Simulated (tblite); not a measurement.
## Geometry relaxation of C6H12GeS

- system: C6H12GeS
- method: GFN2-xTB geometry optimisation, gas phase (tblite 0.8.0)

It belongs to a series of runs on one base structure; here: H on C replaced by C2H5.

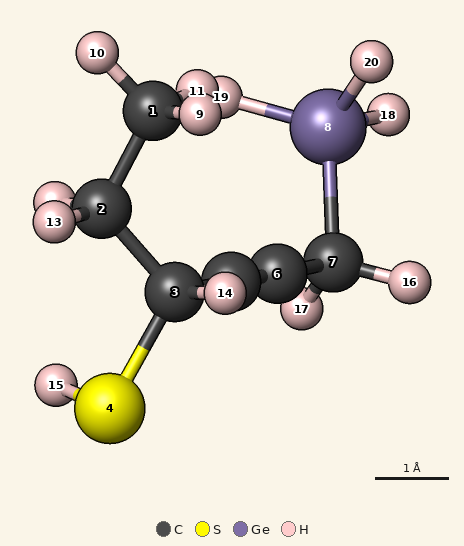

Fig. 1: The starting structure (ball-and-stick view, seen at a tilt; atoms are numbered from 1 in the order of the input). Sticks mark near contacts.

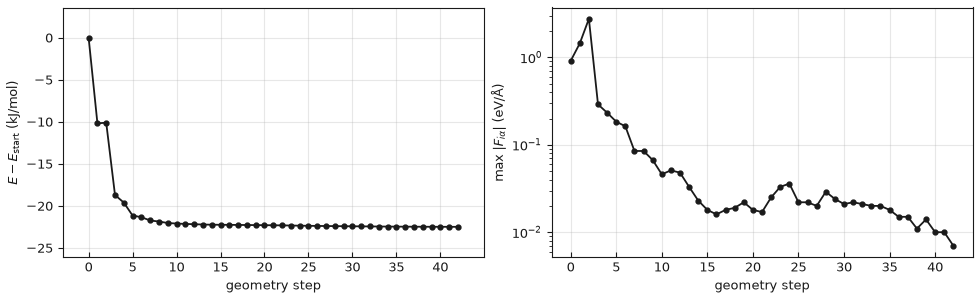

Fig. 2: Progress of the relaxation, step by step (steps are counted from 0).

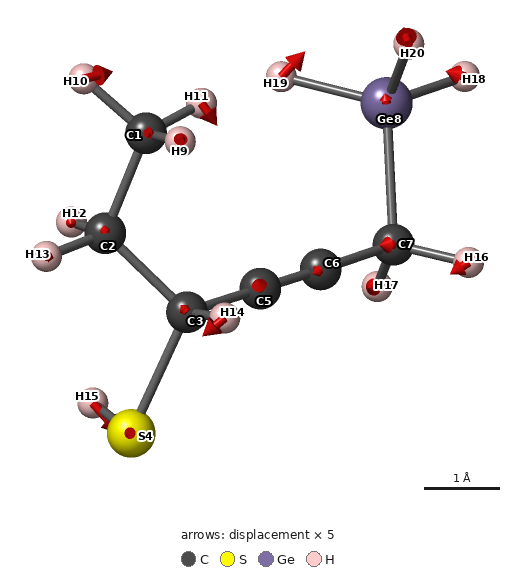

Fig. 3: The starting structure with the displacements as red arrows, magnified 5 times (ball-and-stick view, seen at a tilt). The two geometries are laid on each other by the best rigid fit. The energy falls by 22.5 kJ/mol in 42 geometry steps. The largest force component goes from 0.91 to 0.007 eV/Å. The atom that moves furthest after the best rigid fit is H15 (0.11 Å). Largest moves by element: H 0.11 Å, C 0.05 Å, Ge 0.03 Å, S 0.03 Å. Among the contacts that change: S4–H15 1.413 → 1.331 Å, Ge8–H19 1.549 → 1.495 Å, Ge8–H18 1.548 → 1.497 Å, C1–H10 1.120 → 1.087 Å. Among the angles that change: S4–C3–H14 107.3° → 103.5°, C3–C5–C6 179.9° → 176.5°, H16–C7–H17 110.3° → 107.8°. (Atoms are counted from 1 in the order of the input.)

The input and output of the run follow.

### Input
```
{"job": {"kind": "relax", "xc": "GFN2-xTB", "basis": "xTB"}, "charge": 0, "multiplicity": 1}
C     -2.214500     0.478200     0.991900
C     -1.741200     1.418800    -0.126400
C     -1.167700     0.640000    -1.319900
S     -0.837700     1.797200    -2.707100
C      0.059800    -0.068700    -0.966700
C      1.068300    -0.650500    -0.679300
C      2.299300    -1.353000    -0.308400
Ge     2.359400    -1.570300     1.631200
H     -2.997400    -0.211500     0.604800
H     -2.665800     1.081300     1.821100
H     -1.381900    -0.114500     1.401400
H     -0.966000     2.096100     0.296300
H     -2.602200     2.035500    -0.439900
H     -1.922600    -0.097700    -1.676800
H      0.112600     2.544000    -1.974300
H      2.310900    -2.352200    -0.778200
H      3.180900    -0.765600    -0.632100
H      3.647500    -2.332800     2.024100
H      2.331800    -0.177000     2.308400
H      1.121200    -2.386400     2.092800
```

The first line tells a small driver script what to run in tblite; the rest is the geometry in Å.

Launch command:
```bash
OMP_NUM_THREADS=1 python <driver script> task.json out
```

### Log
```
step      E/eV     max force
  0    -654.58778    1.369
  1    -654.69329    1.815
  2    -654.69246    3.148
  3    -654.78165    0.291
  4    -654.79092    0.237
  5    -654.80693    0.187
  6    -654.80893    0.165
  7    -654.81303    0.118
  8    -654.81429    0.107
  9    -654.81614    0.068
 10    -654.81678    0.049
 11    -654.81725    0.053
 12    -654.81762    0.049
 13    -654.81800    0.038
 14    -654.81822    0.026
 15    -654.81833    0.021
 16    -654.81840    0.021
 17    -654.81850    0.023
 18    -654.81861    0.025
 19    -654.81871    0.025
 20    -654.81881    0.022
 21    -654.81892    0.020
 22    -654.81906    0.030
 23    -654.81923    0.041
 24    -654.81941    0.041
 25    -654.81958    0.030
 26    -654.81972    0.027
 27    -654.81985    0.028
 28    -654.81996    0.032
 29    -654.82007    0.027
 30    -654.82017    0.023
 31    -654.82027    0.023
 32    -654.82036    0.028
 33    -654.82045    0.024
 34    -654.82052    0.022
 35    -654.82059    0.018
 36    -654.82064    0.019
 37    -654.82069    0.018
 38    -654.82074    0.015
 39    -654.82078    0.016
 40    -654.82081    0.012
 41    -654.82083    0.012
 42    -654.82084    0.008
```

### Trajectory as extended XYZ (Å, eV, eV/Å), 11 of the 43 frames kept, from step=0 to step=42
```
20
Properties=species:S:1:pos:R:3:forces:R:3 step=0 energy=-654.58778
C    -2.2145    0.4782    0.9919   -0.5250   0.0620   0.2920
C    -1.7412    1.4188   -0.1264    0.0130   0.1080   0.5620
C    -1.1677    0.6400   -1.3199   -0.0470  -0.4570   0.4510
S    -0.8377    1.7972   -2.7071    0.9120   0.6880   0.6220
C     0.0598   -0.0687   -0.9667   -0.5830   0.2160  -0.0880
C     1.0683   -0.6505   -0.6793    0.7470  -0.3290   0.0220
C     2.2993   -1.3530   -0.3084   -0.3770   0.3160  -0.5550
Ge    2.3594   -1.5703    1.6312   -0.0740  -0.1250   0.8930
H    -2.9974   -0.2115    0.6048    0.5560   0.4200   0.3100
H    -2.6658    1.0813    1.8211    0.4070  -0.5510  -0.6900
H    -1.3819   -0.1145    1.4014   -0.3300   0.2280  -0.2170
H    -0.9660    2.0961    0.2963   -0.3620  -0.3240  -0.3530
H    -2.6022    2.0355   -0.4399    0.4000  -0.2210  -0.0800
H    -1.9226   -0.0977   -1.6768    0.4040   0.4760  -0.0020
H     0.1126    2.5440   -1.9743   -0.9020  -0.6720  -0.7800
H     2.3109   -2.3522   -0.7782    0.0760   0.4270  -0.0090
H     3.1809   -0.7656   -0.6321   -0.4020  -0.3220  -0.0480
H     3.6475   -2.3328    2.0241   -0.5180   0.3230  -0.0460
H     2.3318   -0.1770    2.3084    0.0170  -0.6570  -0.1840
H     1.1212   -2.3864    2.0928    0.5870   0.3950  -0.0990
20
Properties=species:S:1:pos:R:3:forces:R:3 step=4 energy=-654.79092
C    -2.2219    0.4807    0.9959   -0.0020  -0.0020   0.0110
C    -1.7439    1.4122   -0.1083    0.0490  -0.0020  -0.0150
C    -1.1635    0.6329   -1.2932    0.0360   0.0570   0.0370
S    -0.8113    1.8146   -2.6860   -0.1080  -0.1500   0.0170
C     0.0530   -0.0744   -0.9607    0.0640  -0.1350   0.1580
C     1.0754   -0.6484   -0.6896   -0.1010   0.1100  -0.1200
C     2.2844   -1.3436   -0.3158   -0.0270  -0.0050   0.1440
Ge    2.3560   -1.5743    1.6583   -0.0140   0.0170  -0.1380
H    -2.9801   -0.1990    0.6158   -0.0240  -0.0390   0.0090
H    -2.6547    1.0639    1.8032   -0.0170  -0.0060   0.0640
H    -1.3961   -0.1052    1.3920    0.0450  -0.0330  -0.0060
H    -0.9767    2.0854    0.2840    0.0110  -0.0110   0.0080
H    -2.5840    2.0256   -0.4466    0.0700  -0.0610  -0.1050
H    -1.9068   -0.0758   -1.6817    0.0910   0.1710  -0.0810
H     0.0826    2.5212   -2.0012    0.0360   0.0260  -0.0090
H     2.3141   -2.3331   -0.7824   -0.0080   0.1000  -0.0760
H     3.1646   -0.7782   -0.6381   -0.0860  -0.0350  -0.0720
H     3.6198   -2.3155    2.0242   -0.1870   0.1200   0.0540
H     2.3326   -0.2121    2.3021    0.0060  -0.2330   0.0420
H     1.1512   -2.3663    2.0911    0.1680   0.1130   0.0750
20
Properties=species:S:1:pos:R:3:forces:R:3 step=8 energy=-654.81429
C    -2.2223    0.4779    1.0003    0.0380   0.0220  -0.0390
C    -1.7394    1.4120   -0.1043   -0.0050  -0.0260  -0.0100
C    -1.1557    0.6364   -1.2874   -0.0400   0.0050   0.0850
S    -0.8154    1.8014   -2.6822    0.0370   0.0070  -0.0490
C     0.0437   -0.0848   -0.9381   -0.0490   0.0150  -0.0180
C     1.0794   -0.6428   -0.6987   -0.0270   0.0150  -0.0110
C     2.2796   -1.3411   -0.3177    0.0100  -0.0050  -0.0070
Ge    2.3528   -1.5723    1.6408   -0.0170  -0.0050   0.0520
H    -2.9813   -0.2032    0.6190    0.0220   0.0120   0.0210
H    -2.6547    1.0593    1.8114    0.0170  -0.0350   0.0100
H    -1.3915   -0.1094    1.3901   -0.0270   0.0070  -0.0060
H    -0.9723    2.0864    0.2890   -0.0430  -0.0240   0.0070
H    -2.5743    2.0174   -0.4665    0.0240  -0.0020   0.0120
H    -1.8990   -0.0531   -1.6980   -0.0220  -0.0030  -0.0140
H     0.0814    2.5212   -2.0124    0.0240   0.0260  -0.0300
H     2.3098   -2.3204   -0.7963   -0.0180  -0.0610  -0.0810
H     3.1534   -0.7799   -0.6494    0.0700   0.0580  -0.0570
H     3.5962   -2.2994    2.0367    0.0270  -0.0100   0.0320
H     2.3333   -0.2426    2.3169   -0.0030   0.0100   0.0540
H     1.1712   -2.3524    2.1100   -0.0170  -0.0060   0.0490
20
Properties=species:S:1:pos:R:3:forces:R:3 step=13 energy=-654.81800
C    -2.2201    0.4778    0.9997   -0.0080  -0.0200   0.0110
C    -1.7415    1.4114   -0.1040   -0.0010   0.0110   0.0010
C    -1.1593    0.6372   -1.2849    0.0180  -0.0090  -0.0150
S    -0.8074    1.7965   -2.6871    0.0250   0.0100   0.0000
C     0.0376   -0.0878   -0.9357    0.0110  -0.0080  -0.0090
C     1.0778   -0.6407   -0.7015   -0.0010   0.0000   0.0110
C     2.2818   -1.3406   -0.3258   -0.0200   0.0100   0.0020
Ge    2.3514   -1.5730    1.6436    0.0050   0.0000  -0.0280
H    -2.9788   -0.2036    0.6224   -0.0200  -0.0190  -0.0080
H    -2.6501    1.0521    1.8163    0.0040   0.0100   0.0090
H    -1.3912   -0.1109    1.3881    0.0250  -0.0100  -0.0100
H    -0.9775    2.0841    0.2931    0.0200   0.0170   0.0050
H    -2.5725    2.0186   -0.4675   -0.0330   0.0130   0.0130
H    -1.9037   -0.0478   -1.7022   -0.0140   0.0000   0.0040
H     0.0874    2.5278   -2.0239   -0.0010  -0.0090  -0.0240
H     2.3055   -2.3194   -0.8137    0.0050   0.0270   0.0100
H     3.1559   -0.7749   -0.6617   -0.0240  -0.0160   0.0100
H     3.5965   -2.2979    2.0478    0.0040  -0.0030   0.0100
H     2.3324   -0.2471    2.3334   -0.0020  -0.0050   0.0040
H     1.1707   -2.3512    2.1266    0.0050   0.0030   0.0050
20
Properties=species:S:1:pos:R:3:forces:R:3 step=17 energy=-654.81850
C    -2.2201    0.4756    0.9999    0.0090   0.0040  -0.0080
C    -1.7423    1.4124   -0.1037    0.0000  -0.0020   0.0030
C    -1.1593    0.6377   -1.2859   -0.0140   0.0180  -0.0030
S    -0.8032    1.7954   -2.6895   -0.0110  -0.0100  -0.0080
C     0.0367   -0.0889   -0.9378   -0.0150   0.0090   0.0020
C     1.0768   -0.6400   -0.7005   -0.0090   0.0050   0.0070
C     2.2798   -1.3395   -0.3254    0.0030  -0.0020   0.0000
Ge    2.3522   -1.5735    1.6424    0.0040  -0.0030   0.0140
H    -2.9803   -0.2058    0.6226    0.0110   0.0070   0.0080
H    -2.6477    1.0510    1.8179    0.0100  -0.0140  -0.0060
H    -1.3883   -0.1123    1.3853   -0.0040  -0.0040  -0.0140
H    -0.9772    2.0853    0.2937   -0.0080  -0.0030  -0.0040
H    -2.5759    2.0200   -0.4641    0.0080  -0.0100   0.0100
H    -1.9061   -0.0462   -1.7017    0.0010   0.0090  -0.0030
H     0.0903    2.5286   -2.0291    0.0150  -0.0020  -0.0020
H     2.3054   -2.3159   -0.8158   -0.0060  -0.0130   0.0060
H     3.1534   -0.7757   -0.6625    0.0030   0.0150   0.0100
H     3.5969   -2.2980    2.0510   -0.0020   0.0010  -0.0030
H     2.3318   -0.2493    2.3363    0.0010  -0.0040  -0.0060
H     1.1720   -2.3502    2.1299    0.0050  -0.0010  -0.0040
20
Properties=species:S:1:pos:R:3:forces:R:3 step=21 energy=-654.81892
C    -2.2172    0.4735    0.9982    0.0070  -0.0030   0.0050
C    -1.7429    1.4136   -0.1031   -0.0020   0.0000  -0.0110
C    -1.1622    0.6417   -1.2875    0.0140  -0.0140  -0.0040
S    -0.8009    1.7937   -2.6940   -0.0090   0.0130   0.0120
C     0.0327   -0.0875   -0.9392    0.0120  -0.0020   0.0140
C     1.0723   -0.6379   -0.6966    0.0040  -0.0070  -0.0030
C     2.2771   -1.3382   -0.3245   -0.0070   0.0050   0.0120
Ge    2.3539   -1.5747    1.6435   -0.0060   0.0010  -0.0010
H    -2.9795   -0.2068    0.6241    0.0060   0.0030  -0.0130
H    -2.6421    1.0465    1.8185    0.0100  -0.0030   0.0160
H    -1.3847   -0.1159    1.3780    0.0110  -0.0130   0.0020
H    -0.9780    2.0867    0.2936   -0.0040   0.0000   0.0020
H    -2.5793    2.0192   -0.4576   -0.0060   0.0140  -0.0130
H    -1.9093   -0.0420   -1.7023   -0.0070   0.0080  -0.0100
H     0.0966    2.5267   -2.0365   -0.0020  -0.0170  -0.0100
H     2.3035   -2.3154   -0.8146   -0.0090   0.0160   0.0040
H     3.1508   -0.7721   -0.6591   -0.0150   0.0020   0.0000
H     3.5976   -2.2987    2.0533    0.0070  -0.0030  -0.0060
H     2.3317   -0.2517    2.3372    0.0050   0.0120   0.0030
H     1.1746   -2.3502    2.1315   -0.0090  -0.0130   0.0020
20
Properties=species:S:1:pos:R:3:forces:R:3 step=25 energy=-654.81958
C    -2.2098    0.4696    0.9965   -0.0080  -0.0070   0.0000
C    -1.7445    1.4155   -0.1044   -0.0010   0.0050   0.0200
C    -1.1642    0.6456   -1.2906   -0.0200   0.0020   0.0220
S    -0.8028    1.7942   -2.6980   -0.0110   0.0140  -0.0080
C     0.0283   -0.0850   -0.9368   -0.0110  -0.0010  -0.0210
C     1.0663   -0.6368   -0.6912   -0.0060   0.0040   0.0010
C     2.2715   -1.3349   -0.3188   -0.0020   0.0010   0.0080
Ge    2.3544   -1.5763    1.6472   -0.0100   0.0030   0.0140
H    -2.9753   -0.2067    0.6226   -0.0090  -0.0100  -0.0090
H    -2.6287    1.0369    1.8242    0.0180  -0.0040   0.0060
H    -1.3760   -0.1255    1.3660    0.0050   0.0120  -0.0060
H    -0.9812    2.0890    0.2934    0.0120   0.0130  -0.0060
H    -2.5843    2.0212   -0.4526    0.0100  -0.0090  -0.0150
H    -1.9158   -0.0323   -1.7070    0.0120  -0.0200  -0.0010
H     0.1076    2.5180   -2.0507    0.0140  -0.0020   0.0060
H     2.2974   -2.3105   -0.8109    0.0080   0.0030  -0.0060
H     3.1421   -0.7645   -0.6531    0.0020  -0.0060  -0.0080
H     3.6002   -2.3001    2.0538   -0.0040   0.0050  -0.0120
H     2.3334   -0.2518    2.3390    0.0020   0.0020   0.0100
H     1.1762   -2.3549    2.1345   -0.0020  -0.0050   0.0060
20
Properties=species:S:1:pos:R:3:forces:R:3 step=29 energy=-654.82007
C    -2.2058    0.4659    0.9953    0.0070   0.0100  -0.0020
C    -1.7455    1.4176   -0.1027    0.0060  -0.0050  -0.0190
C    -1.1683    0.6485   -1.2907    0.0130  -0.0010  -0.0240
S    -0.8067    1.7979   -2.7002   -0.0060   0.0060   0.0220
C     0.0239   -0.0837   -0.9395    0.0060   0.0010  -0.0080
C     1.0605   -0.6350   -0.6872   -0.0010   0.0040   0.0010
C     2.2665   -1.3320   -0.3139   -0.0050   0.0030  -0.0120
Ge    2.3525   -1.5765    1.6522   -0.0040   0.0040  -0.0140
H    -2.9735   -0.2082    0.6201    0.0060   0.0090   0.0140
H    -2.6159    1.0289    1.8300   -0.0080  -0.0060   0.0040
H    -1.3687   -0.1300    1.3559    0.0010  -0.0020  -0.0100
H    -0.9814    2.0928    0.2921   -0.0060  -0.0070  -0.0020
H    -2.5860    2.0212   -0.4521   -0.0020   0.0000   0.0060
H    -1.9181   -0.0299   -1.7097   -0.0010  -0.0060   0.0130
H     0.1181    2.5106   -2.0597    0.0030  -0.0090   0.0020
H     2.2947   -2.3060   -0.8093    0.0010  -0.0030   0.0050
H     3.1361   -0.7607   -0.6503    0.0000  -0.0010   0.0060
H     3.6010   -2.3000    2.0512   -0.0070   0.0060  -0.0080
H     2.3348   -0.2513    2.3431   -0.0050  -0.0060   0.0150
H     1.1766   -2.3595    2.1384    0.0010   0.0040   0.0110
20
Properties=species:S:1:pos:R:3:forces:R:3 step=34 energy=-654.82052
C    -2.1996    0.4641    0.9937   -0.0020  -0.0090   0.0040
C    -1.7458    1.4183   -0.1047   -0.0080   0.0000   0.0130
C    -1.1704    0.6508   -1.2948   -0.0130   0.0070   0.0050
S    -0.8132    1.8052   -2.6991   -0.0050   0.0010  -0.0120
C     0.0214   -0.0815   -0.9455    0.0010   0.0080  -0.0040
C     1.0556   -0.6324   -0.6841    0.0080  -0.0020  -0.0200
C     2.2611   -1.3289   -0.3114    0.0100  -0.0030   0.0050
Ge    2.3488   -1.5752    1.6536    0.0030  -0.0020   0.0150
H    -2.9707   -0.2074    0.6220   -0.0050  -0.0040   0.0010
H    -2.6045    1.0197    1.8361    0.0100   0.0110  -0.0090
H    -1.3602   -0.1352    1.3427    0.0040  -0.0010   0.0040
H    -0.9826    2.0947    0.2893    0.0040  -0.0020  -0.0050
H    -2.5886    2.0210   -0.4501   -0.0020  -0.0030   0.0020
H    -1.9211   -0.0293   -1.7092   -0.0040   0.0040  -0.0080
H     0.1306    2.4998   -2.0671    0.0040  -0.0060   0.0080
H     2.2918   -2.3029   -0.8064   -0.0040  -0.0040  -0.0010
H     3.1304   -0.7564   -0.6455    0.0080   0.0030   0.0000
H     3.5996   -2.2979    2.0454    0.0000   0.0010  -0.0050
H     2.3343   -0.2537    2.3522   -0.0080  -0.0060   0.0040
H     1.1778   -2.3622    2.1459    0.0000   0.0070   0.0020
20
Properties=species:S:1:pos:R:3:forces:R:3 step=38 energy=-654.82074
C    -2.1971    0.4621    0.9937    0.0010   0.0030  -0.0030
C    -1.7469    1.4181   -0.1044    0.0070  -0.0040  -0.0100
C    -1.1726    0.6522   -1.2962    0.0080  -0.0020  -0.0070
S    -0.8165    1.8092   -2.6997    0.0020  -0.0030   0.0100
C     0.0216   -0.0788   -0.9492   -0.0030   0.0000   0.0010
C     1.0553   -0.6313   -0.6876   -0.0050   0.0070  -0.0040
C     2.2601   -1.3277   -0.3103   -0.0110   0.0090  -0.0060
Ge    2.3473   -1.5748    1.6557   -0.0030   0.0020  -0.0100
H    -2.9705   -0.2078    0.6238    0.0020  -0.0050   0.0040
H    -2.5982    1.0187    1.8369    0.0070   0.0030   0.0050
H    -1.3560   -0.1378    1.3384   -0.0070   0.0000   0.0070
H    -0.9825    2.0945    0.2872   -0.0020   0.0000   0.0030
H    -2.5906    2.0204   -0.4484    0.0000  -0.0050   0.0070
H    -1.9234   -0.0282   -1.7103    0.0030   0.0060  -0.0070
H     0.1360    2.4933   -2.0683   -0.0040  -0.0060  -0.0030
H     2.2900   -2.3023   -0.8050    0.0060   0.0060   0.0060
H     3.1299   -0.7546   -0.6432    0.0020  -0.0100   0.0030
H     3.5993   -2.2969    2.0419    0.0070  -0.0040   0.0020
H     2.3317   -0.2559    2.3579   -0.0030   0.0060   0.0040
H     1.1779   -2.3616    2.1502   -0.0060  -0.0030   0.0000
20
Properties=species:S:1:pos:R:3:forces:R:3 step=42 energy=-654.82084
C    -2.1952    0.4611    0.9934    0.0020  -0.0010   0.0040
C    -1.7468    1.4175   -0.1050   -0.0020  -0.0010   0.0030
C    -1.1734    0.6531   -1.2979   -0.0040   0.0000  -0.0010
S    -0.8183    1.8111   -2.6995    0.0020   0.0030  -0.0070
C     0.0206   -0.0774   -0.9511   -0.0020  -0.0060  -0.0030
C     1.0544   -0.6295   -0.6899    0.0030   0.0030   0.0030
C     2.2580   -1.3258   -0.3100    0.0050  -0.0010   0.0030
Ge    2.3461   -1.5743    1.6561   -0.0020   0.0010   0.0040
H    -2.9699   -0.2087    0.6255    0.0020   0.0030   0.0050
H    -2.5928    1.0181    1.8381    0.0000   0.0010   0.0010
H    -1.3543   -0.1396    1.3365    0.0010  -0.0020   0.0040
H    -0.9828    2.0945    0.2864    0.0000  -0.0020   0.0010
H    -2.5919    2.0191   -0.4464   -0.0010  -0.0010  -0.0010
H    -1.9244   -0.0263   -1.7127   -0.0010  -0.0020  -0.0050
H     0.1392    2.4887   -2.0699    0.0040   0.0030   0.0000
H     2.2896   -2.3009   -0.8032   -0.0010  -0.0010   0.0000
H     3.1296   -0.7548   -0.6413    0.0020   0.0010  -0.0010
H     3.5998   -2.2968    2.0401   -0.0070   0.0040  -0.0020
H     2.3299   -0.2565    2.3615   -0.0010   0.0000  -0.0020
H     1.1772   -2.3620    2.1524    0.0000  -0.0010  -0.0050
```

### Results in brief

| quantity | value |
| --- | --- |
| outcome | converged |
| total energy | −654.8208 eV |
| hardware | 1 CPU thread, shared host |
| peak memory | 0.18 GiB |
